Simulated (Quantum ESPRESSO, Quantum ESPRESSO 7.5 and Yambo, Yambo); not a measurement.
# Quasiparticle gap of KI (Fm-3m) in Yambo

Wanted: ground state, empty states, screening and self-energy for KI (Fm-3m).

Calculated with Quantum ESPRESSO 7.5 and Yambo 5.3.0; PBE and many-body steps on it, plane waves.

**1. The starting structure**

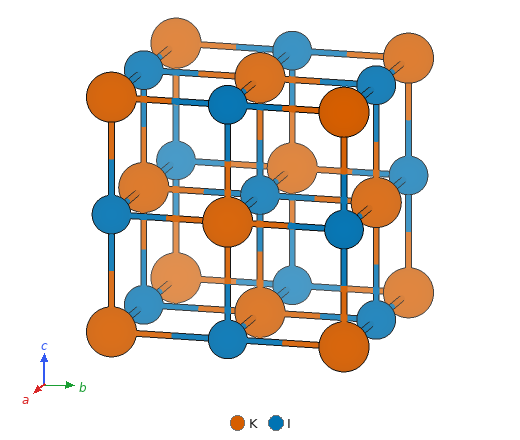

Start, viewed slightly off an axis; potassium orange, iodine blue. This picture shows the conventional cell, with its axes. Some periodic images of atoms are drawn too.

The cell and positions come from the Crystallography Open Database and are kept as given unless a step says otherwise. Spin-orbit coupling is left out unless a step names it.

**2. Ground state**

This step: Quantum ESPRESSO 7.5; DFT, PBE, plane waves, norm-conserving pseudopotentials.

The ground-state density comes first.

File pw.in:

```
&control
  calculation = 'scf'
  prefix = 'x'
  outdir = 'o'
  pseudo_dir = 'pseudo'
/
&system
  ibrav = 0
  nat = 2
  ntyp = 2
  ecutwfc = 76.0
  nbnd = 22
  force_symmorphic = .true.
/
&electrons
  conv_thr = 1e-10
  electron_maxstep = 80
  mixing_beta = 0.5
/
ATOMIC_SPECIES
  K 39.098 K.upf
  I 126.9 I.upf
CELL_PARAMETERS angstrom
  0.0000000000 3.5327750000 3.5327750000
  3.5327750000 0.0000000000 3.5327750000
  3.5327750000 3.5327750000 -0.0000000000
ATOMIC_POSITIONS crystal
  K 0.0000000000 0.0000000000 0.0000000000
  I 0.5000000000 0.5000000000 0.5000000000
K_POINTS automatic
  6 6 6 0 0 0
```

Started as:

```sh
> OMP_NUM_THREADS=1 mpirun -n 4 pw.x -nk 4 -in pw.in > pw.out
```

Output:

```text
Program PWSCF v.7.5 starts

     This program is part of the open-source Quantum ESPRESSO suite
     for quantum simulation of materials; please cite
         "P. Giannozzi et al., J. Phys.:Condens. Matter 21 395502 (2009);
         "P. Giannozzi et al., J. Phys.:Condens. Matter 29 465901 (2017);
         "P. Giannozzi et al., J. Chem. Phys. 152 154105 (2020);
     in publications or presentations arising from this work. More details at
     Message from routine setup:
     using ibrav=0 with symmetry is DISCOURAGED, use correct ibrav instead

     G-vector sticks info

     bravais-lattice index     =            0
     lattice parameter (alat)  =       9.4413  a.u.
     unit-cell volume          =     595.0789 (a.u.)^3
     number of atoms/cell      =            2
     number of atomic types    =            2
     number of electrons       =        34.00
     number of Kohn-Sham states=           22
     kinetic-energy cutoff     =      76.0000  Ry
     charge density cutoff     =     304.0000  Ry
     scf convergence threshold =      1.0E-10
     mixing beta               =       0.5000
     number of iterations used =            8  plain     mixing
     Exchange-correlation= PBE
                           (   1   4   3   4   0   0   0)

     celldm(1)=   9.441258  celldm(2)=   0.000000  celldm(3)=   0.000000
     celldm(4)=   0.000000  celldm(5)=   0.000000  celldm(6)=   0.000000

     crystal axes: (cart. coord. in units of alat)
               a(1) = (   0.000000   0.707107   0.707107 )
               a(2) = (   0.707107   0.000000   0.707107 )
               a(3) = (   0.707107   0.707107  -0.000000 )

     reciprocal axes: (cart. coord. in units 2 pi/alat)
               b(1) = ( -0.707107  0.707107  0.707107 )
               b(2) = (  0.707107 -0.707107  0.707107 )
               b(3) = (  0.707107  0.707107 -0.707107 )
     Pseudo is Norm-conserving + core correction, Zval =  9.0
     Generated using ONCVPSP code by D. R. Hamann
     Using radial grid of 2222 points,  6 beta functions with:
     Pseudo is Norm-conserving + core correction, Zval = 25.0
     Generated using ONCVPSP code by D. R. Hamann
     Using radial grid of 1188 points,  8 beta functions with:
     K                 9.00    39.09800     K ( 1.00)
     I                25.00   126.90000     I ( 1.00)

     48 Sym. Ops., with inversion, found

   Cartesian axes

     site n.     atom                  positions (alat units)
         1        K      tau(   1) = (   0.0000000   0.0000000   0.0000000  )
         2        I      tau(   2) = (   0.7071068   0.7071068   0.7071068  )

     number of k points=    16
                       cart. coord. in units 2pi/alat
        k(    1) = (   0.0000000   0.0000000   0.0000000), wk =   0.0092593
        k(    2) = (   0.1178511   0.1178511  -0.1178511), wk =   0.0740741
        k(    3) = (   0.2357023   0.2357023  -0.2357023), wk =   0.0740741
        k(    4) = (  -0.3535534  -0.3535534   0.3535534), wk =   0.0370370
        k(    5) = (   0.2357023   0.0000000  -0.0000000), wk =   0.0555556
        k(    6) = (   0.3535534   0.1178511  -0.1178511), wk =   0.2222222
        k(    7) = (  -0.2357023  -0.4714045   0.4714045), wk =   0.2222222
        k(    8) = (  -0.1178511  -0.3535534   0.3535534), wk =   0.2222222
        k(    9) = (   0.0000000  -0.2357023   0.2357023), wk =   0.1111111
        k(   10) = (   0.4714045   0.0000000  -0.0000000), wk =   0.0555556
     [... 4 further rows ...]
        k(   15) = (  -0.1178511  -0.3535534   0.5892557), wk =   0.2222222
        k(   16) = (  -0.7071068   0.2357023   0.0000000), wk =   0.1111111

     Dense  grid:    53377 G-vectors     FFT dimensions: (  54,  54,  54)

     Initial potential from superposition of free atoms

     starting charge      33.9807, renormalised to      34.0000
     Starting wfcs are   18 randomized atomic wfcs +    4 random wfcs

     per-process dynamical memory:    50.2 Mb

     Self-consistent Calculation

     iteration #  1     ecut=    76.00 Ry     beta= 0.50

     Threshold (ethr) on eigenvalues was too large:
     Diagonalizing with lowered threshold

     total energy              =    -685.65861520 Ry
     estimated scf accuracy    <       0.02472687 Ry

     iteration #  2     ecut=    76.00 Ry     beta= 0.50

     total energy              =    -685.66145008 Ry
     estimated scf accuracy    <       0.00235962 Ry

     iteration #  3     ecut=    76.00 Ry     beta= 0.50

     total energy              =    -685.66198173 Ry
     estimated scf accuracy    <       0.00023879 Ry

     iteration #  4     ecut=    76.00 Ry     beta= 0.50

     total energy              =    -685.66204321 Ry
     estimated scf accuracy    <       0.00002900 Ry

     iteration #  5     ecut=    76.00 Ry     beta= 0.50

     total energy              =    -685.66205055 Ry
     estimated scf accuracy    <       0.00000045 Ry

     iteration #  6     ecut=    76.00 Ry     beta= 0.50

     total energy              =    -685.66205106 Ry
     estimated scf accuracy    <       0.00000004 Ry

     iteration #  7     ecut=    76.00 Ry     beta= 0.50

     total energy              =    -685.66205108 Ry
     estimated scf accuracy    <          2.5E-09 Ry

     iteration #  8     ecut=    76.00 Ry     beta= 0.50

     End of self-consistent calculation

          k = 0.0000 0.0000 0.0000 (  6615 PWs)   bands (ev):

  -170.5834-117.4416-117.4416-117.4416 -39.8303 -39.8303 -39.8214 -39.8214
   -39.8214 -25.6599  -9.1471  -9.1471  -9.1471  -7.6826   2.8347   2.8347
     2.8347   6.8023   9.3581   9.3581   9.3581  10.0787

          k = 0.1179 0.1179-0.1179 (  6645 PWs)   bands (ev):

  -170.5835-117.4416-117.4416-117.4416 -39.8371 -39.8371 -39.8300 -39.8300
   -39.8267 -25.6594  -9.1881  -9.1477  -9.1477  -7.6103   2.4191   2.7447
     2.7447   7.4248   9.2753   9.6482   9.6482  10.3944

          k = 0.2357 0.2357-0.2357 (  6634 PWs)   bands (ev):

  -170.5834-117.4417-117.4416-117.4416 -39.8338 -39.8338 -39.8314 -39.8249
   -39.8249 -25.6584  -9.2613  -9.1488  -9.1488  -7.4724   1.7847   2.5779
     2.5779   8.1956   9.8646  10.3544  10.3545  11.2227

          k =-0.3536-0.3536 0.3536 (  6658 PWs)   bands (ev):

     [... further k-points ...]

     highest occupied, lowest unoccupied level (ev):     2.8347    6.8023

!    total energy              =    -685.66205108 Ry
     estimated scf accuracy    <          6.6E-11 Ry

     The total energy is the sum of the following terms:
     one-electron contribution =    -589.30595101 Ry
     hartree contribution      =     274.97323333 Ry
     xc contribution           =     -92.17226731 Ry
     ewald contribution        =    -279.15706610 Ry

     convergence has been achieved in   8 iterations

     XML data file, charge density, pseudopotentials, collected wavefunctions

=------------------------------------------------------------------------------=
   JOB DONE.
=------------------------------------------------------------------------------=
```

The job ended after 11 s (4 MPI ranks of Intel Xeon 6975P-C (Granite Rapids), shared host; peak memory 0.39 GiB).

Numbers from this step:

| Item | Value |
| --- | --- |
| total energy | -9328.9075 eV |
| gap | 3.968 eV |
| k of the valence top | 0, 0, 0 |
| k of the conduction bottom | 0, 0, 0 |
| least direct gap | 3.968 eV |

The gap is direct, at Γ.

**3. Bands along the symmetry lines**

The cheap functional maps the bands first; the places of the edges decide which points the dearer methods must see.

File pw.in:

```
&control
  calculation = 'bands'
  prefix = 'x'
  outdir = 'o'
  pseudo_dir = 'pseudo'
/
&system
  ibrav = 0
  nat = 2
  ntyp = 2
  ecutwfc = 76.0
  nbnd = 23
  force_symmorphic = .true.
/
&electrons
  conv_thr = 1e-9
  electron_maxstep = 80
  diago_full_acc = .true.
  diago_thr_init = 5e-6
/
ATOMIC_SPECIES
  K 39.098 K.upf
  I 126.9 I.upf
CELL_PARAMETERS angstrom
  0.0000000000 3.5327750000 3.5327750000
  3.5327750000 0.0000000000 3.5327750000
  3.5327750000 3.5327750000 -0.0000000000
ATOMIC_POSITIONS crystal
  K 0.0000000000 0.0000000000 0.0000000000
  I 0.5000000000 0.5000000000 0.5000000000
K_POINTS crystal
  50
  0.00000000 0.00000000 0.00000000 1
  0.06250000 0.00000000 0.06250000 1
  0.12500000 0.00000000 0.12500000 1
  0.18750000 0.00000000 0.18750000 1
  0.25000000 0.00000000 0.25000000 1
  0.31250000 0.00000000 0.31250000 1
  0.37500000 0.00000000 0.37500000 1
  0.43750000 0.00000000 0.43750000 1
  0.50000000 0.00000000 0.50000000 1
  0.51562500 0.03125000 0.51562500 1
  0.53125000 0.06250000 0.53125000 1
  0.54687500 0.09375000 0.54687500 1
  0.56250000 0.12500000 0.56250000 1
  0.57812500 0.15625000 0.57812500 1
  0.59375000 0.18750000 0.59375000 1
  0.60937500 0.21875000 0.60937500 1
  0.62500000 0.25000000 0.62500000 1
  0.37500000 0.37500000 0.75000000 1
  0.32812500 0.32812500 0.65625000 1
  0.28125000 0.28125000 0.56250000 1
  0.23437500 0.23437500 0.46875000 1
  0.18750000 0.18750000 0.37500000 1
  0.14062500 0.14062500 0.28125000 1
  0.09375000 0.09375000 0.18750000 1
  0.04687500 0.04687500 0.09375000 1
  0.00000000 0.00000000 0.00000000 1
  0.06250000 0.06250000 0.06250000 1
  0.12500000 0.12500000 0.12500000 1
  0.18750000 0.18750000 0.18750000 1
  0.25000000 0.25000000 0.25000000 1
  0.31250000 0.31250000 0.31250000 1
  0.37500000 0.37500000 0.37500000 1
  0.43750000 0.43750000 0.43750000 1
  0.50000000 0.50000000 0.50000000 1
  0.50000000 0.46875000 0.53125000 1
  0.50000000 0.43750000 0.56250000 1
  0.50000000 0.40625000 0.59375000 1
  0.50000000 0.37500000 0.62500000 1
  0.50000000 0.34375000 0.65625000 1
  0.50000000 0.31250000 0.68750000 1
  0.50000000 0.28125000 0.71875000 1
  0.50000000 0.25000000 0.75000000 1
  0.50000000 0.21875000 0.71875000 1
  0.50000000 0.18750000 0.68750000 1
  0.50000000 0.15625000 0.65625000 1
  0.50000000 0.12500000 0.62500000 1
  0.50000000 0.09375000 0.59375000 1
  0.50000000 0.06250000 0.56250000 1
  0.50000000 0.03125000 0.53125000 1
  0.50000000 0.00000000 0.50000000 1
```

Output:

```text
[banner, memory and clock lines left out]
Program PWSCF v.7.5 starts

     Atomic positions and unit cell read from directory:
     o/x.save/

     Message from routine setup:
     using ibrav=0 with symmetry is DISCOURAGED, use correct ibrav instead

     G-vector sticks info

     bravais-lattice index     =            0
     lattice parameter (alat)  =       9.4413  a.u.
     unit-cell volume          =     595.0789 (a.u.)^3
     number of atoms/cell      =            2
     number of atomic types    =            2
     number of electrons       =        34.00
     number of Kohn-Sham states=           23
     kinetic-energy cutoff     =      76.0000  Ry
     charge density cutoff     =     304.0000  Ry
     Exchange-correlation= PBE
                           (   1   4   3   4   0   0   0)

     celldm(1)=   9.441258  celldm(2)=   0.000000  celldm(3)=   0.000000
     celldm(4)=   0.000000  celldm(5)=   0.000000  celldm(6)=   0.000000

     crystal axes: (cart. coord. in units of alat)
               a(1) = (   0.000000   0.707107   0.707107 )
               a(2) = (   0.707107   0.000000   0.707107 )
               a(3) = (   0.707107   0.707107  -0.000000 )

     reciprocal axes: (cart. coord. in units 2 pi/alat)
               b(1) = ( -0.707107  0.707107  0.707107 )
               b(2) = (  0.707107 -0.707107  0.707107 )
               b(3) = (  0.707107  0.707107 -0.707107 )
     Pseudo is Norm-conserving + core correction, Zval =  9.0
     Generated using ONCVPSP code by D. R. Hamann
     Using radial grid of 2222 points,  6 beta functions with:
     Pseudo is Norm-conserving + core correction, Zval = 25.0
     Generated using ONCVPSP code by D. R. Hamann
     Using radial grid of 1188 points,  8 beta functions with:
     K                 9.00    39.09800     K ( 1.00)
     I                25.00   126.90000     I ( 1.00)

     48 Sym. Ops., with inversion, found

   Cartesian axes

     site n.     atom                  positions (alat units)
         1        K      tau(   1) = (   0.0000000   0.0000000   0.0000000  )
         2        I      tau(   2) = (   0.7071068   0.7071068   0.7071068  )

     number of k points=    50
                       cart. coord. in units 2pi/alat
        k(    1) = (   0.0000000   0.0000000   0.0000000), wk =   0.0400000
        k(    2) = (   0.0000000   0.0883883   0.0000000), wk =   0.0400000
        k(    3) = (   0.0000000   0.1767767   0.0000000), wk =   0.0400000
[...]
[... 38 further rows ...]
        k(   49) = (   0.0441942   0.7071068   0.0000000), wk =   0.0400000
        k(   50) = (   0.0000000   0.7071068   0.0000000), wk =   0.0400000

     Dense  grid:    53377 G-vectors     FFT dimensions: (  54,  54,  54)

     The potential is recalculated from file :
     o/x.save/charge-density

     Starting wfcs are   18 randomized atomic wfcs +    5 random wfcs

     Band Structure Calculation

     End of band structure calculation

          k = 0.0000 0.0000 0.0000 (  6615 PWs)   bands (ev):

  -170.5835-117.4416-117.4416-117.4416 -39.8304 -39.8304 -39.8214 -39.8214
   -39.8214 -25.6599  -9.1471  -9.1471  -9.1471  -7.6826   2.8347   2.8347
     2.8347   6.8023   9.3581   9.3581   9.3581  10.0788  10.0788

          k = 0.0000 0.0884 0.0000 (  6647 PWs)   bands (ev):

  -170.5835-117.4417-117.4417-117.4417 -39.8387 -39.8334 -39.8309 -39.8309
   -39.8263 -25.6598  -9.1544  -9.1478  -9.1478  -7.6682   2.7413   2.8173
     2.8173   6.9381   9.2512   9.4527   9.4527  10.1051  10.1695

          k = 0.0000 0.1768 0.0000 (  6651 PWs)   bands (ev):

  -170.5835-117.4417-117.4417-117.4416 -39.8457 -39.8355 -39.8305 -39.8276
   -39.8276 -25.6595  -9.1722  -9.1497  -9.1497  -7.6310   2.5166   2.7694
     2.7694   7.2817   8.9915   9.7302   9.7302  10.1828  10.4245

          k =-0.0000 0.2652 0.0000 (  6651 PWs)   bands (ev):

[...]
k = 0.0000 0.4419-0.0000 (  6674 PWs)   bands (ev):

[...]
k =-0.0000 0.5303 0.0000 (  6678 PWs)   bands (ev):

[...]
k = 0.0000 0.6187-0.0000 (  6670 PWs)   bands (ev):

[...]
k = 0.4640 0.4640-0.0000 (  6663 PWs)   bands (ev):

[...]
k = 0.3315 0.3315-0.0000 (  6641 PWs)   bands (ev):

[...]
k = 0.3094 0.7071-0.0000 (  6674 PWs)   bands (ev):

[...]
k = 0.2210 0.7071-0.0000 (  6660 PWs)   bands (ev):

[...]
k = 0.1768 0.7071-0.0000 (  6678 PWs)   bands (ev):

[...]
k = 0.0442 0.7071 0.0000 (  6690 PWs)   bands (ev):

  -170.5836-117.4418-117.4417-117.4417 -39.8507 -39.8459 -39.8453 -39.8435
   -39.8249 -25.6572  -9.1920  -9.1667  -9.1656  -7.5390   1.8475   2.4610
     2.4622   7.8197   8.6508  10.9697  11.5276  11.5563  12.4548

          k = 0.0000 0.7071 0.0000 (  6710 PWs)   bands (ev):

  -170.5836-117.4418-117.4418-117.4418 -39.8536 -39.8503 -39.8481 -39.8481
   -39.8325 -25.6572  -9.1923  -9.1654  -9.1654  -7.5413   1.8429   2.4704
     2.4704   7.7921   8.6215  10.9556  11.5438  11.6391  12.4158

     XML data file, pseudopotentials, collected wavefunctions
```

Run time: 12 s. Hardware: 4 MPI ranks; peak memory 0.33 GiB; 48 s of CPU time.

Numbers from this step:

```
gap                        : 3.968 eV
k of the valence top       : 0, 0, 0
k of the conduction bottom : 0, 0, 0
least direct gap           : 3.968 eV
```

The gap is 3.968 eV, as in the run before at this level.

Electronic bands along the path, in eV, zero at the top of the highest filled band:

```csv
point,band 14,band 15,band 16,band 17,band 18,band 19,band 20,band 21
Γ,-10.52,0.00,0.00,0.00,3.97,6.52,6.52,6.52
X,-10.38,-0.99,-0.36,-0.36,4.96,5.79,8.12,8.71
U,-10.32,-0.85,-0.75,-0.38,5.63,6.66,7.63,8.28
jump to K,-10.32,-0.85,-0.75,-0.38,5.63,6.66,7.63,8.28
Γ,-10.52,0.00,0.00,0.00,3.97,6.52,6.52,6.52
L,-10.24,-1.31,-0.33,-0.33,5.54,7.71,8.19,8.19
W,-10.32,-0.72,-0.72,-0.60,6.48,6.48,6.66,8.19
X,-10.38,-0.99,-0.36,-0.36,4.96,5.79,8.12,8.71
```

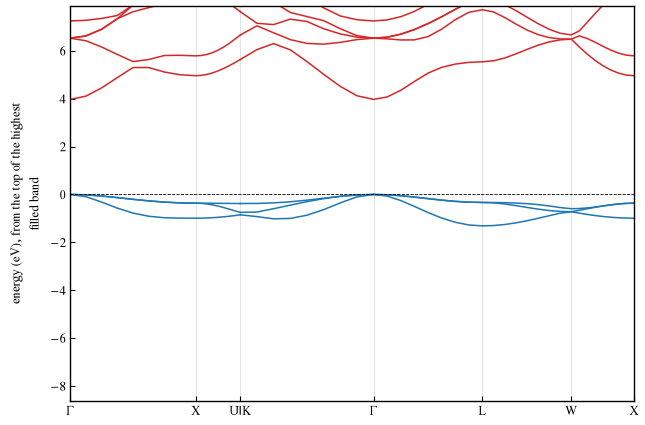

Electronic bands along the path; lines of filled and empty bands in two colours.

(Continued in part 2 of 2.)

[Paths, hosts, dates, memory and timing lines, banners, echoed tables and standing remarks are left out of the program output.]

[Logs are printed without paths, hosts, clocks, repeated set-up lines and the standing remarks that a program may print on its own settings, such as how far it seeks lower states.]

[Runs of the session that timed out or met a known fault of the program may be left out.]

[Hosts, paths, dates, database ids (printed as entryN), source tags and the programs' standing remarks are cut or masked in the printed files.]
